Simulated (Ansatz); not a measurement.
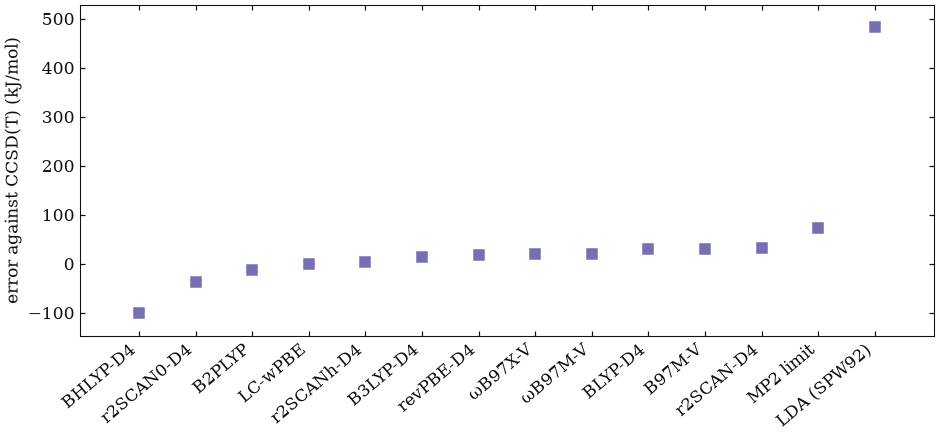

Error in the electronic atomisation energy (method less reference, so positive means overbinding) of C₂H₄OSi, SMILES O=C=C[SiH3]: functionals in def2-TZVPP against frozen-core CCSD(T) at the limit (MP2 extrapolated from triple and quadruple zeta, plus CCSD(T) less MP2 in a smaller set), which gives 3134.7 kJ/mol, at a PBE0-D4/def2-TZVP geometry (a minimum by its frequencies), no zero-point or spin-orbit term, the Ansatz code. The reference leaves out core correlation, a term that grows with the number of heavy atoms. B2PLYP holds a correlation term that converges slowly with the basis, so part of the distance to the limit is basis error. No dispersion term is added to B2PLYP and LC-wPBE. Limit means the basis limit.

> What range do the values span?

From −101.2 kJ/mol (BHLYP-D4) to 482.0 kJ/mol (LDA (SPW92)).

> Give the values.

| level | kJ/mol |
| --- | --- |
| BHLYP-D4 | −101.2 |
| r2SCAN0-D4 | −38.1 |
| B2PLYP | −13.8 |
| LC-wPBE | −0.4 |
| r2SCANh-D4 | 3.5 |
| B3LYP-D4 | 14.4 |
| revPBE-D4 | 17.1 |
| ωB97X-V | 19.3 |
| ωB97M-V | 19.5 |
| BLYP-D4 | 29.1 |
| B97M-V | 30.3 |
| r2SCAN-D4 | 32.4 |
| MP2 limit | 73.8 |
| LDA (SPW92) | 482.0 |
